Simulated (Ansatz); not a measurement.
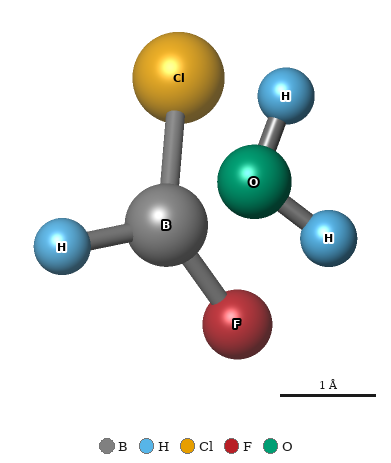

Fig. 1: The structure as given in the input (ball-and-stick view, seen at an oblique angle). Bond lengths as drawn: B–Cl 1.85 Å, B–F 1.37 Å, B–H 1.20 Å and H–O 0.99 Å.

**Nudged elastic band, with input and output: BH3ClOF**

System: BH3ClOF.
Method: RKS PBE-D4/6-31G* (Ansatz 0.2.0).

One setting was made poor on purpose. It belongs to a series of runs on one base structure; here: band between the two ends.

## Input
```yaml
crystal:
  periodic: [false, false, false]
  atoms:
    - { symbol: B, position_ang: [0.05277, 0.056519, 0.229132] }
    - { symbol: H, position_ang: [0.442712, 0.803329, 1.086069] }
    - { symbol: Cl, position_ang: [1.18842, -0.117418, -1.226002] }
    - { symbol: F, position_ang: [-1.277758, 0.052629, -0.082079] }
    - { symbol: O, position_ang: [0.214868, -1.529298, 0.960015] }
    - { symbol: H, position_ang: [0.807544, -2.014472, 0.336547] }
    - { symbol: H, position_ang: [-0.683456, -1.91229, 0.827119] }
basis:
  gaussian: { orbitals: "6-31G*" }
hamiltonian:
  xc: pbe
  dispersion: d4
neb:
  order_check: false
  images: 9
  f_tol: 0.2
  max_iterations: 60
  final_atoms:
    - { symbol: B, position_ang: [0.0092535, -0.63689684, -0.88209072] }
    - { symbol: H, position_ang: [0.2823838, -0.02524242, 3.04682427] }
    - { symbol: Cl, position_ang: [1.22909375, 0.34307255, -1.695878] }
    - { symbol: F, position_ang: [-1.28211632, -0.47948507, -1.20341843] }
    - { symbol: O, position_ang: [0.40766902, -1.53613277, 0.0569986] }
    - { symbol: H, position_ang: [-0.36414874, -2.00878107, 0.43023564] }
    - { symbol: H, position_ang: [0.46296498, -0.31753538, 2.37812964] }
  initial_path:
    images:
      - { positions_ang: [[0.05277, 0.056519, 0.229132], [0.442712, 0.803329, 1.086069], [1.18842, -0.117418, -1.226002], [-1.277758, 0.052629, -0.082079], [0.214868, -1.529298, 0.960015], [0.807544, -2.014472, 0.336547], [-0.683456, -1.91229, 0.827119]] }
      - { positions_ang: [[0.02127326, 0.03883712, 0.18067057], [0.37248217, 0.65423816, 1.17118034], [1.22395466, -0.08076486, -1.2103067], [-1.2855467, 0.0064652, -0.16868939], [0.26768194, -1.53127277, 0.87701284], [0.61912494, -2.0668693, 0.31492686], [-0.47387027, -1.68163457, 0.96600648]] }
      - { positions_ang: [[-0.01022348, 0.02115524, 0.13220914], [0.30225234, 0.50514733, 1.25629169], [1.25948932, -0.04411172, -1.1946114], [-1.2933354, -0.03969859, -0.25529977], [0.32049588, -1.53324754, 0.79401068], [0.43070588, -2.11926659, 0.29330671], [-0.26428454, -1.45097913, 1.10489396]] }
      - { positions_ang: [[-0.04172022, 0.00347336, 0.0837477], [0.23202251, 0.35605649, 1.34140303], [1.29502398, -0.00745858, -1.1789161], [-1.3011241, -0.08586239, -0.34191016], [0.37330982, -1.53522231, 0.71100852], [0.24228682, -2.17166389, 0.27168657], [-0.05469881, -1.2203237, 1.24378144]] }
      - { positions_ang: [[-0.07321695, -0.01420852, 0.03528627], [0.16179268, 0.20696566, 1.42651438], [1.33055864, 0.02919457, -1.1632208], [-1.3089128, -0.13202618, -0.42852055], [0.42612375, -1.53719707, 0.62800636], [0.05386775, -2.22406119, 0.25006642], [0.15488692, -0.98966827, 1.38266892]] }
      - { positions_ang: [[-0.10471369, -0.0318904, -0.01317516], [0.09156286, 0.05787482, 1.51162572], [1.3660933, 0.06584771, -1.1475255], [-1.3167015, -0.17818998, -0.51513093], [0.47893769, -1.53917184, 0.5450042], [-0.13455131, -2.27645848, 0.22844628], [0.36447265, -0.75901283, 1.5215564]] }
      - { positions_ang: [[-0.08192025, -0.15289169, -0.18695827], [0.12972704, 0.04125138, 1.81866543], [1.33869339, 0.12129268, -1.257196], [-1.30978446, -0.23844899, -0.65278843], [0.46468396, -1.53856403, 0.44740308], [-0.18047079, -2.222923, 0.26880415], [0.38417112, -0.67071734, 1.69287105]] }
      - { positions_ang: [[-0.05912681, -0.27389298, -0.36074138], [0.16789123, 0.02462793, 2.12570514], [1.31129348, 0.17673764, -1.3668665], [-1.30286743, -0.29870801, -0.79044593], [0.45043022, -1.53795621, 0.34980196], [-0.22639028, -2.16938752, 0.30916202], [0.40386958, -0.58242185, 1.8641857]] }
      - { positions_ang: [[-0.03633337, -0.39489426, -0.5345245], [0.20605542, 0.00800448, 2.43274485], [1.28389357, 0.23218261, -1.476537], [-1.29595039, -0.35896703, -0.92810343], [0.43617649, -1.5373484, 0.25220084], [-0.27230977, -2.11585203, 0.34951989], [0.42356805, -0.49412636, 2.03550035]] }
      - { positions_ang: [[-0.01353994, -0.51589555, -0.70830761], [0.24421961, -0.00861897, 2.73978456], [1.25649366, 0.28762758, -1.5862075], [-1.28903335, -0.41922605, -1.06576093], [0.42192276, -1.53674058, 0.15459972], [-0.31822925, -2.06231655, 0.38987776], [0.44326651, -0.40583087, 2.20681499]] }
      - { positions_ang: [[0.0092535, -0.63689684, -0.88209072], [0.2823838, -0.02524242, 3.04682427], [1.22909375, 0.34307255, -1.695878], [-1.28211632, -0.47948507, -1.20341843], [0.40766902, -1.53613277, 0.0569986], [-0.36414874, -2.00878107, 0.43023564], [0.46296498, -0.31753538, 2.37812964]] }
```

Run on 1 thread of Arm Neoverse V2, 24 GiB of memory available, shared host.

Command:
```bash
ansatz run input.yaml --threads 1 --pin off --max-ram 2048MiB --backend cpu --events-out ev --progress --plain --runs-dir out
```

## The program's output
```
Engine: ansatz 0.2.0, aarch64-unknown-linux-gnu
Functional definition: PBE
  parameter kappa = 0.804
  parameter beta = 0.06672455060314922
  exchange = pbe_x(kappa = kappa, mu = beta*pi^2/3)
  correlation = pbe_c(beta = beta)
771 factors; their error is unknown
mean field evaluation 1: about -17998.9834 eV, gradient 4.6e1 eV
mean field evaluation 2: about -17992.4525 eV, gradient 7.8e1 eV
mean field evaluation 4: about -18002.5367 eV, gradient 1.9e0 eV
mean field evaluation 8: about -18002.5450 eV, gradient 5.7e-2 eV
mean field evaluation 16: about -18002.5043 eV, gradient 4.3e-5 eV
mean field -18002.50434077 eV, -661.5798319877 hartree, gradient 4.3e-5 eV, S^2 0.000000; 0 other end points of the search recorded, 0 dependent functions left out
the calculation of the forces begins
reference -18002.50436338 eV, -661.5798328186 hartree; 21, 21 occupied and 49, 49 virtual orbitals, 771 factors
771 factors; their error is unknown
mean field evaluation 32: about -18003.3181 eV, gradient 5.0e-5 eV
mean field -18003.31807900 eV, -661.6097363158 hartree, gradient 5.0e-5 eV, S^2 0.000000; 0 other end points of the search recorded, 0 dependent functions left out
[... from here on the field's lines of each further geometry are left out, up to the last ...]
NEB iter   1: max|band force component| = 4.215e1 eV/Å  barrier→ = 7.3908 eV  barrier← = 8.1947 eV  Δτ_max = 0.2000 Å  (279 SCF iters)
NEB iter   2: max|band force component| = 6.432e0 eV/Å  barrier→ = 1.5579 eV  barrier← = 2.3618 eV  Δτ_max = 0.1948 Å  (298 SCF iters)
NEB iter   3: max|band force component| = 6.313e0 eV/Å  barrier→ = 1.3989 eV  barrier← = 2.2028 eV  Δτ_max = 0.1026 Å  (274 SCF iters)
NEB iter   4: max|band force component| = 1.637e0 eV/Å  barrier→ = 1.1186 eV  barrier← = 1.9224 eV  Δτ_max = 0.1995 Å  (255 SCF iters)
NEB iter   5: max|band force component| = 2.143e0 eV/Å  barrier→ = 0.9613 eV  barrier← = 1.7652 eV  Δτ_max = 0.0995 Å  (264 SCF iters)
NEB iter   6: max|band force component| = 2.426e0 eV/Å  barrier→ = 0.9734 eV  barrier← = 1.7773 eV  Δτ_max = 0.0504 Å  (252 SCF iters)
NEB iter   7: max|band force component| = 1.219e0 eV/Å  barrier→ = 0.9924 eV  barrier← = 1.7962 eV  CI = image 5  Δτ_max = 0.1015 Å  (249 SCF iters)
NEB iter   8: max|band force component| = 4.432e-1 eV/Å  barrier→ = 1.0852 eV  barrier← = 1.8890 eV  CI = image 5  Δτ_max = 0.2000 Å  (241 SCF iters)
NEB iter   9: max|band force component| = 2.666e0 eV/Å  barrier→ = 1.0786 eV  barrier← = 1.8824 eV  CI = image 5  Δτ_max = 0.1005 Å  (245 SCF iters)
NEB iter  10: max|band force component| = 8.972e-1 eV/Å  barrier→ = 1.0730 eV  barrier← = 1.8769 eV  CI = image 5  Δτ_max = 0.1570 Å  (250 SCF iters)
NEB iter  11: max|band force component| = 7.722e-1 eV/Å  barrier→ = 1.0710 eV  barrier← = 1.8749 eV  CI = image 5  Δτ_max = 0.0605 Å  (255 SCF iters)
the calculation of the forces begins
reference -18003.31099621 eV, -661.6094760282 hartree; 21, 21 occupied and 49, 49 virtual orbitals, 771 factors
771 factors; their error is unknown
mean field evaluation 1056: about -18001.4312 eV, gradient 1.3e-4 eV
mean field -18001.43119882 eV, -661.5403947483 hartree, gradient 1.3e-5 eV, S^2 0.000000; 1 other end points of the search recorded, 0 dependent functions left out
the calculation of the forces begins
reference -18001.43122036 eV, -661.5403955399 hartree; 21, 21 occupied and 49, 49 virtual orbitals, 771 factors
NEB iter  12: max|band force component| = 1.162e-1 eV/Å  barrier→ = 1.0707 eV  barrier← = 1.8746 eV  CI = image 5  Δτ_max = 0.0000 Å  (481 SCF iters)
```

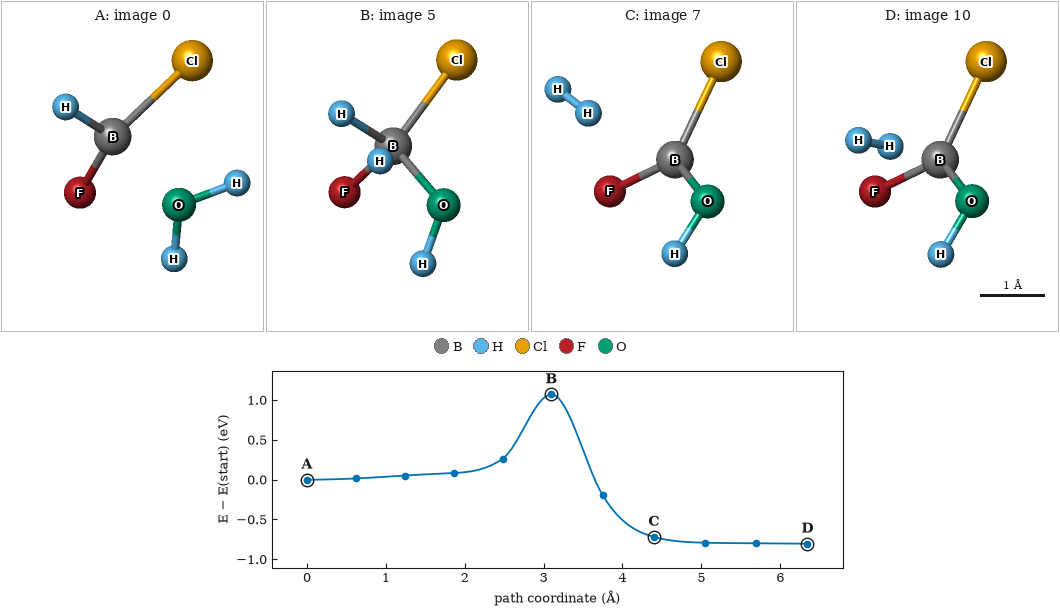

Fig. 2: Images of the last band (counted from 0; ball-and-stick, seen at a tilt) above the energy along the path; the line is a cubic interpolation that uses the forces. The highest image is number 5, 1.071 eV above the start and 1.875 eV above the end (the climbing image); the end lies 0.804 eV below the start. The path is 6.35 Å long. The band converged in 12 iterations.

```
Total energy: -18001.54062474 eV, -661.5444160767 hartree
Atom 0 at     0.064903    -0.304114    -0.000903 Å, force    -0.028274    -0.018547     0.030320 eV/Å
Atom 1 at     0.143504     0.235076     1.258310 Å, force     0.001406     0.003753     0.001254 eV/Å
Atom 2 at     1.328026     0.477897    -1.006051 Å, force     0.011620     0.002216    -0.012389 eV/Å
Atom 3 at    -1.227264    -0.260773    -0.412833 Å, force     0.018021     0.001393    -0.005394 eV/Å
Atom 4 at     0.472334    -1.738106     0.482334 Å, force    -0.013663     0.015766    -0.018361 eV/Å
Atom 5 at    -0.354024    -2.273273     0.470759 Å, force     0.013032     0.001406     0.008569 eV/Å
Atom 6 at     0.317622    -0.797708     1.339184 Å, force    -0.002143    -0.005987    -0.003999 eV/Å
Dipole moment:    -0.289332    -0.388423     0.460125 e Å
this run last wrote the band of iteration 12 to [file]
```

## The last band as extended XYZ (Å, eV, eV/Å)
```
7
Properties=species:S:1:pos:R:3:forces:R:3 image=0 energy=-18002.61131
B     0.0528    0.0565    0.2291   -0.0006   0.0094   0.0003
H     0.4427    0.8033    1.0861    0.0005  -0.0064   0.0039
Cl    1.1884   -0.1174   -1.2260    0.0053  -0.0035  -0.0044
F    -1.2778    0.0526   -0.0821   -0.0053  -0.0038   0.0021
O     0.2149   -1.5293    0.9600    0.0005   0.0057  -0.0066
H     0.8075   -2.0145    0.3365   -0.0070  -0.0002   0.0058
H    -0.6835   -1.9123    0.8271    0.0066  -0.0011  -0.0011
7
Properties=species:S:1:pos:R:3:forces:R:3 image=1 energy=-18002.59604
B     0.0666    0.0503    0.1876    0.0003  -0.0005   0.0028
H     0.3358    0.7853    1.1014    0.0078   0.0066  -0.0016
Cl    1.2965   -0.0076   -1.1825   -0.0088  -0.0119  -0.0037
F    -1.2387   -0.0321   -0.2107   -0.0043   0.0052   0.0116
O     0.3221   -1.5321    0.8959   -0.0057  -0.0016   0.0020
H     0.5288   -2.1122    0.1246    0.0291   0.0075   0.0080
H    -0.5662   -1.8125    1.2145   -0.0184  -0.0054  -0.0191
7
Properties=species:S:1:pos:R:3:forces:R:3 image=2 energy=-18002.55965
B     0.0673    0.0332    0.1222    0.0057   0.0001   0.0022
H     0.2386    0.7303    1.0919    0.0085   0.0106  -0.0020
Cl    1.3438    0.1272   -1.1830   -0.0128  -0.0154  -0.0052
F    -1.2115   -0.1258   -0.3350   -0.0074   0.0092   0.0140
O     0.4025   -1.5493    0.8136   -0.0034   0.0032   0.0096
H     0.1766   -2.1951    0.1040    0.0408   0.0010  -0.0072
H    -0.2722   -1.6815    1.5172   -0.0315  -0.0087  -0.0114
7
Properties=species:S:1:pos:R:3:forces:R:3 image=3 energy=-18002.52781
B     0.0536    0.0069    0.0638    0.0024  -0.0018   0.0003
H     0.1323    0.6580    1.0795    0.0022   0.0251  -0.0035
Cl    1.3556    0.2858   -1.1720   -0.0083  -0.0090  -0.0078
F    -1.1948   -0.2379   -0.4428    0.0022   0.0066   0.0062
O     0.4495   -1.6041    0.7181   -0.0054   0.0081   0.0118
H    -0.1740   -2.1983    0.2399    0.0205  -0.0012  -0.0133
H     0.1228   -1.5714    1.6443   -0.0136  -0.0278   0.0063
7
Properties=species:S:1:pos:R:3:forces:R:3 image=4 energy=-18002.34889
B     0.0310   -0.0781    0.0263   -0.0619   0.3048   0.0443
H     0.0873    0.4341    1.1379   -0.0815   0.2660  -0.1404
Cl    1.3436    0.4368   -1.0969    0.0102  -0.0268  -0.1289
F    -1.2157   -0.2722   -0.4903    0.0023  -0.0259  -0.0944
O     0.4649   -1.6904    0.5935    0.0221   0.0696   0.0788
H    -0.3539   -2.2272    0.4777    0.0070   0.0550   0.0001
H     0.3878   -1.2640    1.4825    0.1016  -0.6427   0.2405
7
Properties=species:S:1:pos:R:3:forces:R:3 image=5 energy=-18001.54060
B     0.0649   -0.3041   -0.0009   -0.0283  -0.0185   0.0303
H     0.1435    0.2351    1.2583    0.0014   0.0038   0.0013
Cl    1.3280    0.4779   -1.0061    0.0116   0.0022  -0.0124
F    -1.2273   -0.2608   -0.4128    0.0180   0.0014  -0.0054
O     0.4723   -1.7381    0.4823   -0.0137   0.0158  -0.0184
H    -0.3540   -2.2733    0.4708    0.0130   0.0014   0.0086
H     0.3176   -0.7977    1.3392   -0.0021  -0.0060  -0.0040
7
Properties=species:S:1:pos:R:3:forces:R:3 image=6 energy=-18002.80554
B     0.0803   -0.5532   -0.2455    0.0474  -0.7025  -0.6797
H     0.1525    0.2457    1.5271    0.0205   0.0742   0.6903
Cl    1.3149    0.4966   -0.9642   -0.0202  -0.0224   0.0539
F    -1.2151   -0.2311   -0.3904    0.0455   0.0487   0.0268
O     0.4549   -1.8082    0.1997   -0.0693  -0.1734  -0.7178
H    -0.3524   -2.3081    0.4363    0.0046  -0.0901  -0.0124
H     0.3099   -0.5027    1.5678   -0.0286   0.8656   0.6388
7
Properties=species:S:1:pos:R:3:forces:R:3 image=7 energy=-18003.32994
B     0.0630   -0.6334   -0.4562    0.0032  -0.0584  -0.1230
H     0.1345    0.3359    1.9077   -0.0139   0.0473   0.1578
Cl    1.3123    0.4502   -1.0731    0.0028  -0.0213  -0.0480
F    -1.2130   -0.2238   -0.4499    0.0036  -0.0086  -0.0232
O     0.4217   -1.8719   -0.0200   -0.0272  -0.0115  -0.0748
H    -0.3642   -2.3486    0.3170    0.0065  -0.0258  -0.0359
H     0.3907   -0.3695    1.9053    0.0250   0.0781   0.1472
7
Properties=species:S:1:pos:R:3:forces:R:3 image=8 energy=-18003.40302
B     0.0344   -0.6585   -0.6138   -0.0024  -0.0135  -0.0322
H     0.1856    0.3671    2.3767    0.0013  -0.0071   0.0163
Cl    1.2870    0.4166   -1.2371   -0.0022  -0.0008  -0.0023
F    -1.2476   -0.2731   -0.6664   -0.0022   0.0050   0.0014
O     0.3998   -1.8630   -0.1004   -0.0148  -0.0170   0.0160
H    -0.3868   -2.3572    0.2097    0.0198   0.0203  -0.0132
H     0.4728   -0.2929    2.1621    0.0005   0.0130   0.0141
7
Properties=species:S:1:pos:R:3:forces:R:3 image=9 energy=-18003.41048
B     0.0092   -0.6502   -0.7614    0.1155  -0.0588   0.1052
H     0.2667    0.2023    2.7993   -0.0358   0.0827   0.0964
Cl    1.2582    0.4073   -1.4151   -0.0009   0.0448  -0.0340
F    -1.2808   -0.3731   -0.9796   -0.0692   0.0254  -0.0571
O     0.3934   -1.7323   -0.0302    0.0135   0.0483  -0.0862
H    -0.3920   -2.2417    0.2497   -0.0585  -0.0531   0.0732
H     0.4904   -0.2734    2.2682    0.0355  -0.0893  -0.0975
7
Properties=species:S:1:pos:R:3:forces:R:3 image=10 energy=-18003.41518
B     0.0093   -0.6369   -0.8821   -0.0246   0.0047  -0.0113
H     0.2824   -0.0252    3.0468    0.0047  -0.0080  -0.0184
Cl    1.2291    0.3431   -1.6959    0.0022  -0.0004   0.0012
F    -1.2821   -0.4795   -1.2034    0.0167  -0.0020   0.0051
O     0.4077   -1.5361    0.0570    0.0042  -0.0053   0.0067
H    -0.3641   -2.0088    0.4302    0.0017   0.0035  -0.0019
H     0.4630   -0.3175    2.3781   -0.0048   0.0074   0.0187
```

## Results in brief

| quantity | value |
| --- | --- |
| outcome | converged |
| barrier, forward | 1.071 eV |
| barrier, backward | 1.875 eV |
| wall time | 2.8 min |
| peak memory | 0.12 GiB |

## Notes

A deliberately poor setting: loose force. The order of the saddle point was not checked.
